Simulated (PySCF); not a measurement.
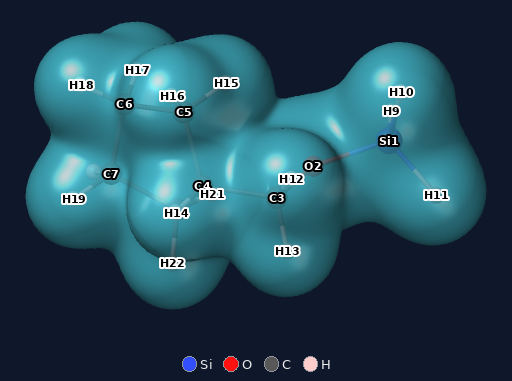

C$_{6}$H$_{14}$OSi (SMILES [SiH3]OCC1CCCC1). Isosurface of the electron density at 0.05 e/Å³ (cyan), seen across its widest extent.

Geometry: GFN2-xTB.

Level of theory: PBE0/pcSseg-1, SCF density, gas phase, non-relativistic (PySCF 2.14.0).

The calculation's input:

```
{"job": {"kind": "nmr", "xc": "PBE0", "basis": "pcSseg-1"}, "charge": 0, "multiplicity": 1}
Si     3.240220     0.867417    -0.025399
O      1.789331     0.190823    -0.240674
C      1.202646    -0.910638     0.385601
C     -0.321396    -0.823589     0.311916
C     -0.878571     0.436701     0.991154
C     -2.142978     0.827522     0.204177
C     -2.273196    -0.205302    -0.922810
C     -0.854333    -0.727690    -1.118012
H      3.120188     1.973224    -0.960816
H      3.424373     1.298773     1.365301
H      4.326843    -0.062513    -0.350834
H      1.516177    -0.962872     1.435921
H      1.544992    -1.826185    -0.114503
H     -0.728762    -1.718630     0.793589
H     -0.134988     1.230662     0.926198
H     -1.091655     0.258413     2.044789
H     -2.031690     1.827972    -0.213172
H     -3.028358     0.831640     0.839128
H     -2.922694    -1.024550    -0.608849
H     -2.687720     0.226109    -1.832874
H     -0.254252    -0.004547    -1.671007
H     -0.824588    -1.683354    -1.640460
```

Run with:

```sh
OMP_NUM_THREADS=1 python probes_run.py task.json out
```

> What does this surface tell about the bonding?

At this value the surface is in one piece. It bridges the sampled C–O (1.40 Å), C–C (1.52 Å), Si–O (1.62 Å) and C–H (1.09 Å) contacts, where the density stays above the isovalue. On the grid the lowest density along these lines, outside the cores, is 1.8 e/Å³ (C–O, 1.40 Å), 1.6 e/Å³ (C–C, 1.52 Å), 1 e/Å³ (Si–O, 1.62 Å) and 1.9 e/Å³ (C–H, 1.09 Å).
